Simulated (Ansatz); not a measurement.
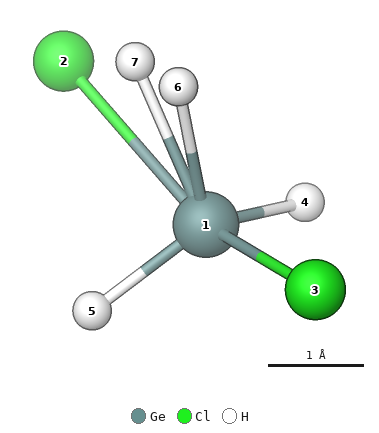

The structure as given in the input (ball-and-stick view, seen at a tilt; atoms are numbered from 1 in the order of the input). Sticks mark near contacts.

# Run report: GeH4Cl2, molecular dynamics (part 1 of 3)

GeH4Cl2, computed with RHF/def2-SVP (Ansatz 0.2.0).

It belongs to a series of runs on one base structure; here: dynamics from the highest image of the converged band. Figures and captions count atoms from 1; the log counts them from 0 in places.

### The input
```yaml
crystal:
  periodic: [false, false, false]
  atoms:
    - { symbol: Ge, position_ang: [0.17048, 0.169107, -0.059432] }
    - { symbol: Cl, position_ang: [-0.796948, 0.618057, 2.364467] }
    - { symbol: Cl, position_ang: [1.720836, 0.209423, -1.60997] }
    - { symbol: H, position_ang: [-0.849154, 1.161302, -0.543333] }
    - { symbol: H, position_ang: [0.013874, -1.291819, 0.25565] }
    - { symbol: H, position_ang: [1.397424, 0.932686, 0.958705] }
    - { symbol: H, position_ang: [0.774586, 0.912145, 1.568815] }
basis:
  gaussian: { orbitals: def2-SVP }
hamiltonian:
  xc: hf
md:
  timestep: 0.5
  n_steps: 200
  ensemble: nve
  temperature: 100.0
  initial_velocities: maxwell_boltzmann
  seed: 6448
```

Command:
```bash
ansatz run input.yaml --threads 1 --pin off --max-ram 2048MiB --backend cpu --events-out ev --progress --plain --runs-dir out
```

### Log
```
Engine: ansatz 0.2.0, aarch64-unknown-linux-gnu
Functional definition: HF
  exchange = exact_x
  correlation = 0
902 factors; integrals over basis functions are off by at most 3.7e-4 eV
mean field evaluation 1: about -81526.0171 eV, gradient 2.3e1 eV
mean field evaluation 2: about -81526.0461 eV, gradient 2.3e1 eV
mean field evaluation 4: about -81527.8656 eV, gradient 2.1e0 eV
mean field evaluation 8: about -81527.8816 eV, gradient 1.1e-4 eV
mean field -81527.88158945 eV, -2996.0943868292 hartree, gradient 2.8e-5 eV, S^2 0.000000; 0 other end points of the search recorded, 0 dependent functions left out
the calculation of the forces begins
reference -81527.88158945 eV, -2996.0943868292 hartree; 35, 35 occupied and 53, 53 virtual orbitals, 902 factors
md step     0: t =     0.00 fs  T =   100.0 K  F+E_penalty+E_count = -81527.88158945 eV  E_kin = 0.064630 eV  conserved = -81527.81695945 eV  (35 SCF iters)
these checks for a lower state are left out or cut short: starts, cluster_reference, orbital_swaps, neighbouring_geometries, increment
902 factors; integrals over basis functions are off by at most 3.5e-4 eV
mean field evaluation 16: about -81527.8809 eV, gradient 1.6e-5 eV
mean field -81527.88089012 eV, -2996.0943611293 hartree, gradient 1.9e-5 eV, S^2 0.000000; 0 other end points of the search recorded, 0 dependent functions left out
the calculation of the forces begins
reference -81527.88089012 eV, -2996.0943611293 hartree; 35, 35 occupied and 53, 53 virtual orbitals, 902 factors
md step     1: t =     0.50 fs  T =    98.9 K  F+E_penalty+E_count = -81527.88089012 eV  E_kin = 0.063936 eV  conserved = -81527.81695389 eV  (26 SCF iters)
[... from here on the SCF iterations and repeated set-up lines of each step are left out, up to the last step ...]
md step     2: t =     1.00 fs  T =    95.9 K  F+E_penalty+E_count = -81527.87890637 eV  E_kin = 0.061973 eV  conserved = -81527.81693341 eV  (27 SCF iters)
md step     3: t =     1.50 fs  T =    91.4 K  F+E_penalty+E_count = -81527.87596767 eV  E_kin = 0.059066 eV  conserved = -81527.81690170 eV  (26 SCF iters)
md step     4: t =     2.00 fs  T =    86.2 K  F+E_penalty+E_count = -81527.87257648 eV  E_kin = 0.055711 eV  conserved = -81527.81686579 eV  (27 SCF iters)
md step     5: t =     2.50 fs  T =    81.2 K  F+E_penalty+E_count = -81527.86929773 eV  E_kin = 0.052463 eV  conserved = -81527.81683437 eV  (27 SCF iters)
md step     6: t =     3.00 fs  T =    77.1 K  F+E_penalty+E_count = -81527.86662335 eV  E_kin = 0.049808 eV  conserved = -81527.81681532 eV  (27 SCF iters)
md step     7: t =     3.50 fs  T =    74.3 K  F+E_penalty+E_count = -81527.86485258 eV  E_kin = 0.048040 eV  conserved = -81527.81681263 eV  (26 SCF iters)
md step     8: t =     4.00 fs  T =    73.0 K  F+E_penalty+E_count = -81527.86403003 eV  E_kin = 0.047205 eV  conserved = -81527.81682523 eV  (26 SCF iters)
md step     9: t =     4.50 fs  T =    72.9 K  F+E_penalty+E_count = -81527.86396193 eV  E_kin = 0.047114 eV  conserved = -81527.81684750 eV  (27 SCF iters)
md step    10: t =     5.00 fs  T =    73.4 K  F+E_penalty+E_count = -81527.86430224 eV  E_kin = 0.047431 eV  conserved = -81527.81687155 eV  (27 SCF iters)
md step    11: t =     5.50 fs  T =    73.9 K  F+E_penalty+E_count = -81527.86467503 eV  E_kin = 0.047785 eV  conserved = -81527.81688990 eV  (27 SCF iters)
md step    12: t =     6.00 fs  T =    74.1 K  F+E_penalty+E_count = -81527.86479124 eV  E_kin = 0.047894 eV  conserved = -81527.81689758 eV  (27 SCF iters)
md step    13: t =     6.50 fs  T =    73.7 K  F+E_penalty+E_count = -81527.86452726 eV  E_kin = 0.047634 eV  conserved = -81527.81689309 eV  (26 SCF iters)
md step    14: t =     7.00 fs  T =    72.8 K  F+E_penalty+E_count = -81527.86395036 eV  E_kin = 0.047072 eV  conserved = -81527.81687804 eV  (26 SCF iters)
md step    15: t =     7.50 fs  T =    71.9 K  F+E_penalty+E_count = -81527.86329394 eV  E_kin = 0.046437 eV  conserved = -81527.81685651 eV  (26 SCF iters)
md step    16: t =     8.00 fs  T =    71.3 K  F+E_penalty+E_count = -81527.86289504 eV  E_kin = 0.046062 eV  conserved = -81527.81683348 eV  (27 SCF iters)
md step    17: t =     8.50 fs  T =    71.6 K  F+E_penalty+E_count = -81527.86311341 eV  E_kin = 0.046299 eV  conserved = -81527.81681436 eV  (28 SCF iters)
md step    18: t =     9.00 fs  T =    73.4 K  F+E_penalty+E_count = -81527.86424784 eV  E_kin = 0.047444 eV  conserved = -81527.81680363 eV  (28 SCF iters)
md step    19: t =     9.50 fs  T =    76.8 K  F+E_penalty+E_count = -81527.86646733 eV  E_kin = 0.049663 eV  conserved = -81527.81680386 eV  (26 SCF iters)
md step    20: t =    10.00 fs  T =    81.9 K  F+E_penalty+E_count = -81527.86977173 eV  E_kin = 0.052957 eV  conserved = -81527.81681510 eV  (26 SCF iters)
md step    21: t =    10.50 fs  T =    88.4 K  F+E_penalty+E_count = -81527.87399373 eV  E_kin = 0.057160 eV  conserved = -81527.81683419 eV  (26 SCF iters)
md step    22: t =    11.00 fs  T =    95.9 K  F+E_penalty+E_count = -81527.87885076 eV  E_kin = 0.061996 eV  conserved = -81527.81685522 eV  (26 SCF iters)
md step    23: t =    11.50 fs  T =   103.9 K  F+E_penalty+E_count = -81527.88404142 eV  E_kin = 0.067171 eV  conserved = -81527.81687012 eV  (27 SCF iters)
md step    24: t =    12.00 fs  T =   112.2 K  F+E_penalty+E_count = -81527.88936653 eV  E_kin = 0.072494 eV  conserved = -81527.81687226 eV  (28 SCF iters)
md step    25: t =    12.50 fs  T =   120.6 K  F+E_penalty+E_count = -81527.89482677 eV  E_kin = 0.077967 eV  conserved = -81527.81685986 eV  (34 SCF iters)
md step    26: t =    13.00 fs  T =   129.7 K  F+E_penalty+E_count = -81527.90064267 eV  E_kin = 0.083804 eV  conserved = -81527.81683859 eV  (27 SCF iters)
md step    27: t =    13.50 fs  T =   139.8 K  F+E_penalty+E_count = -81527.90716151 eV  E_kin = 0.090341 eV  conserved = -81527.81682015 eV  (28 SCF iters)
md step    28: t =    14.00 fs  T =   151.4 K  F+E_penalty+E_count = -81527.91467665 eV  E_kin = 0.097861 eV  conserved = -81527.81681599 eV  (36 SCF iters)
md step    29: t =    14.50 fs  T =   164.7 K  F+E_penalty+E_count = -81527.92325529 eV  E_kin = 0.106425 eV  conserved = -81527.81682987 eV  (36 SCF iters)
md step    30: t =    15.00 fs  T =   179.2 K  F+E_penalty+E_count = -81527.93268828 eV  E_kin = 0.115835 eV  conserved = -81527.81685325 eV  (36 SCF iters)
md step    31: t =    15.50 fs  T =   194.6 K  F+E_penalty+E_count = -81527.94261691 eV  E_kin = 0.125745 eV  conserved = -81527.81687150 eV  (35 SCF iters)
md step    32: t =    16.00 fs  T =   210.3 K  F+E_penalty+E_count = -81527.95276619 eV  E_kin = 0.135896 eV  conserved = -81527.81687066 eV  (36 SCF iters)
md step    33: t =    16.50 fs  T =   226.4 K  F+E_penalty+E_count = -81527.96315500 eV  E_kin = 0.146308 eV  conserved = -81527.81684687 eV  (36 SCF iters)
md step    34: t =    17.00 fs  T =   243.5 K  F+E_penalty+E_count = -81527.97415645 eV  E_kin = 0.157348 eV  conserved = -81527.81680818 eV  (35 SCF iters)
md step    35: t =    17.50 fs  T =   262.4 K  F+E_penalty+E_count = -81527.98637434 eV  E_kin = 0.169603 eV  conserved = -81527.81677087 eV  (35 SCF iters)
md step    36: t =    18.00 fs  T =   284.1 K  F+E_penalty+E_count = -81528.00038906 eV  E_kin = 0.183635 eV  conserved = -81527.81675365 eV  (35 SCF iters)
md step    37: t =    18.50 fs  T =   309.0 K  F+E_penalty+E_count = -81528.01647287 eV  E_kin = 0.199704 eV  conserved = -81527.81676934 eV  (36 SCF iters)
md step    38: t =    19.00 fs  T =   336.6 K  F+E_penalty+E_count = -81528.03439254 eV  E_kin = 0.217573 eV  conserved = -81527.81681955 eV  (35 SCF iters)
md step    39: t =    19.50 fs  T =   365.9 K  F+E_penalty+E_count = -81528.05339430 eV  E_kin = 0.236504 eV  conserved = -81527.81689049 eV  (35 SCF iters)
md step    40: t =    20.00 fs  T =   395.3 K  F+E_penalty+E_count = -81528.07242964 eV  E_kin = 0.255476 eV  conserved = -81527.81695412 eV  (35 SCF iters)
md step    41: t =    20.50 fs  T =   423.4 K  F+E_penalty+E_count = -81528.09059222 eV  E_kin = 0.273614 eV  conserved = -81527.81697846 eV  (35 SCF iters)
md step    42: t =    21.00 fs  T =   449.7 K  F+E_penalty+E_count = -81528.10759771 eV  E_kin = 0.290651 eV  conserved = -81527.81694691 eV  (36 SCF iters)
md step    43: t =    21.50 fs  T =   475.2 K  F+E_penalty+E_count = -81528.12401058 eV  E_kin = 0.307136 eV  conserved = -81527.81687502 eV  (36 SCF iters)
md step    44: t =    22.00 fs  T =   501.6 K  F+E_penalty+E_count = -81528.14097051 eV  E_kin = 0.324159 eV  conserved = -81527.81681102 eV  (36 SCF iters)
md step    45: t =    22.50 fs  T =   530.2 K  F+E_penalty+E_count = -81528.15947190 eV  E_kin = 0.342672 eV  conserved = -81527.81679966 eV  (35 SCF iters)
md step    46: t =    23.00 fs  T =   561.4 K  F+E_penalty+E_count = -81528.17969511 eV  E_kin = 0.362849 eV  conserved = -81527.81684643 eV  (35 SCF iters)
md step    47: t =    23.50 fs  T =   594.2 K  F+E_penalty+E_count = -81528.20093311 eV  E_kin = 0.384022 eV  conserved = -81527.81691115 eV  (35 SCF iters)
md step    48: t =    24.00 fs  T =   627.0 K  F+E_penalty+E_count = -81528.22219495 eV  E_kin = 0.405252 eV  conserved = -81527.81694247 eV  (36 SCF iters)
md step    49: t =    24.50 fs  T =   659.2 K  F+E_penalty+E_count = -81528.24298594 eV  E_kin = 0.426068 eV  conserved = -81527.81691767 eV  (36 SCF iters)
md step    50: t =    25.00 fs  T =   691.3 K  F+E_penalty+E_count = -81528.26366895 eV  E_kin = 0.446815 eV  conserved = -81527.81685349 eV  (35 SCF iters)
md step    51: t =    25.50 fs  T =   724.8 K  F+E_penalty+E_count = -81528.28521146 eV  E_kin = 0.468419 eV  conserved = -81527.81679226 eV  (35 SCF iters)
md step    52: t =    26.00 fs  T =   760.9 K  F+E_penalty+E_count = -81528.30854556 eV  E_kin = 0.491772 eV  conserved = -81527.81677325 eV  (35 SCF iters)
md step    53: t =    26.50 fs  T =   800.2 K  F+E_penalty+E_count = -81528.33395750 eV  E_kin = 0.517144 eV  conserved = -81527.81681314 eV  (35 SCF iters)
md step    54: t =    27.00 fs  T =   841.6 K  F+E_penalty+E_count = -81528.36083624 eV  E_kin = 0.543941 eV  conserved = -81527.81689555 eV  (35 SCF iters)
md step    55: t =    27.50 fs  T =   883.4 K  F+E_penalty+E_count = -81528.38793651 eV  E_kin = 0.570961 eV  conserved = -81527.81697505 eV  (36 SCF iters)
md step    56: t =    28.00 fs  T =   923.8 K  F+E_penalty+E_count = -81528.41408005 eV  E_kin = 0.597080 eV  conserved = -81527.81700049 eV  (36 SCF iters)
md step    57: t =    28.50 fs  T =   962.4 K  F+E_penalty+E_count = -81528.43894110 eV  E_kin = 0.621994 eV  conserved = -81527.81694730 eV  (36 SCF iters)
md step    58: t =    29.00 fs  T =  1000.4 K  F+E_penalty+E_count = -81528.46338837 eV  E_kin = 0.646542 eV  conserved = -81527.81684622 eV  (36 SCF iters)
md step    59: t =    29.50 fs  T =  1040.1 K  F+E_penalty+E_count = -81528.48899063 eV  E_kin = 0.672221 eV  conserved = -81527.81677002 eV  (36 SCF iters)
md step    60: t =    30.00 fs  T =  1083.3 K  F+E_penalty+E_count = -81528.51691637 eV  E_kin = 0.700141 eV  conserved = -81527.81677566 eV  (36 SCF iters)
md step    61: t =    30.50 fs  T =  1129.9 K  F+E_penalty+E_count = -81528.54709250 eV  E_kin = 0.730241 eV  conserved = -81527.81685185 eV  (36 SCF iters)
md step    62: t =    31.00 fs  T =  1178.2 K  F+E_penalty+E_count = -81528.57837200 eV  E_kin = 0.761440 eV  conserved = -81527.81693153 eV  (36 SCF iters)
md step    63: t =    31.50 fs  T =  1226.3 K  F+E_penalty+E_count = -81528.60953482 eV  E_kin = 0.792581 eV  conserved = -81527.81695361 eV  (36 SCF iters)
md step    64: t =    32.00 fs  T =  1273.9 K  F+E_penalty+E_count = -81528.64022031 eV  E_kin = 0.823311 eV  conserved = -81527.81690913 eV  (36 SCF iters)
md step    65: t =    32.50 fs  T =  1321.8 K  F+E_penalty+E_count = -81528.67108775 eV  E_kin = 0.854249 eV  conserved = -81527.81683837 eV  (36 SCF iters)
md step    66: t =    33.00 fs  T =  1371.5 K  F+E_penalty+E_count = -81528.70323255 eV  E_kin = 0.886429 eV  conserved = -81527.81680391 eV  (36 SCF iters)
md step    67: t =    33.50 fs  T =  1424.3 K  F+E_penalty+E_count = -81528.73731711 eV  E_kin = 0.920496 eV  conserved = -81527.81682140 eV  (36 SCF iters)
md step    68: t =    34.00 fs  T =  1479.5 K  F+E_penalty+E_count = -81528.77308202 eV  E_kin = 0.956183 eV  conserved = -81527.81689861 eV  (36 SCF iters)
md step    69: t =    34.50 fs  T =  1535.4 K  F+E_penalty+E_count = -81528.80933936 eV  E_kin = 0.992343 eV  conserved = -81527.81699602 eV  (37 SCF iters)
md step    70: t =    35.00 fs  T =  1589.9 K  F+E_penalty+E_count = -81528.84459352 eV  E_kin = 1.027536 eV  conserved = -81527.81705702 eV  (36 SCF iters)
md step    71: t =    35.50 fs  T =  1641.5 K  F+E_penalty+E_count = -81528.87792884 eV  E_kin = 1.060891 eV  conserved = -81527.81703828 eV  (36 SCF iters)
md step    72: t =    36.00 fs  T =  1690.7 K  F+E_penalty+E_count = -81528.90964638 eV  E_kin = 1.092698 eV  conserved = -81527.81694873 eV  (36 SCF iters)
md step    73: t =    36.50 fs  T =  1739.5 K  F+E_penalty+E_count = -81528.94110681 eV  E_kin = 1.124253 eV  conserved = -81527.81685390 eV  (36 SCF iters)
md step    74: t =    37.00 fs  T =  1790.1 K  F+E_penalty+E_count = -81528.97374246 eV  E_kin = 1.156915 eV  conserved = -81527.81682748 eV  (36 SCF iters)
md step    75: t =    37.50 fs  T =  1842.9 K  F+E_penalty+E_count = -81529.00795876 eV  E_kin = 1.191072 eV  conserved = -81527.81688706 eV  (37 SCF iters)
md step    76: t =    38.00 fs  T =  1896.8 K  F+E_penalty+E_count = -81529.04287375 eV  E_kin = 1.225895 eV  conserved = -81527.81697882 eV  (37 SCF iters)
md step    77: t =    38.50 fs  T =  1949.7 K  F+E_penalty+E_count = -81529.07711399 eV  E_kin = 1.260085 eV  conserved = -81527.81702925 eV  (37 SCF iters)
md step    78: t =    39.00 fs  T =  2000.5 K  F+E_penalty+E_count = -81529.10991533 eV  E_kin = 1.292909 eV  conserved = -81527.81700679 eV  (37 SCF iters)
md step    79: t =    39.50 fs  T =  2049.6 K  F+E_penalty+E_count = -81529.14161873 eV  E_kin = 1.324682 eV  conserved = -81527.81693687 eV  (37 SCF iters)
md step    80: t =    40.00 fs  T =  2098.8 K  F+E_penalty+E_count = -81529.17330373 eV  E_kin = 1.356431 eV  conserved = -81527.81687280 eV  (37 SCF iters)
md step    81: t =    40.50 fs  T =  2149.3 K  F+E_penalty+E_count = -81529.20596008 eV  E_kin = 1.389099 eV  conserved = -81527.81686062 eV  (37 SCF iters)
md step    82: t =    41.00 fs  T =  2201.5 K  F+E_penalty+E_count = -81529.23976754 eV  E_kin = 1.422853 eV  conserved = -81527.81691431 eV  (37 SCF iters)
md step    83: t =    41.50 fs  T =  2254.2 K  F+E_penalty+E_count = -81529.27387976 eV  E_kin = 1.456871 eV  conserved = -81527.81700843 eV  (37 SCF iters)
md step    84: t =    42.00 fs  T =  2305.0 K  F+E_penalty+E_count = -81529.30682207 eV  E_kin = 1.489733 eV  conserved = -81527.81708948 eV  (36 SCF iters)
md step    85: t =    42.50 fs  T =  2352.2 K  F+E_penalty+E_count = -81529.33732317 eV  E_kin = 1.520218 eV  conserved = -81527.81710508 eV  (30 SCF iters)
md step    86: t =    43.00 fs  T =  2395.3 K  F+E_penalty+E_count = -81529.36512502 eV  E_kin = 1.548086 eV  conserved = -81527.81703857 eV  (29 SCF iters)
md step    87: t =    43.50 fs  T =  2435.8 K  F+E_penalty+E_count = -81529.39120813 eV  E_kin = 1.574273 eV  conserved = -81527.81693506 eV  (28 SCF iters)
md step    88: t =    44.00 fs  T =  2476.0 K  F+E_penalty+E_count = -81529.41711883 eV  E_kin = 1.600248 eV  conserved = -81527.81687090 eV  (27 SCF iters)
md step    89: t =    44.50 fs  T =  2517.3 K  F+E_penalty+E_count = -81529.44382004 eV  E_kin = 1.626928 eV  conserved = -81527.81689195 eV  (27 SCF iters)
md step    90: t =    45.00 fs  T =  2559.2 K  F+E_penalty+E_count = -81529.47100264 eV  E_kin = 1.654028 eV  conserved = -81527.81697439 eV  (28 SCF iters)
md step    91: t =    45.50 fs  T =  2600.0 K  F+E_penalty+E_count = -81529.49745535 eV  E_kin = 1.680410 eV  conserved = -81527.81704569 eV  (28 SCF iters)
```
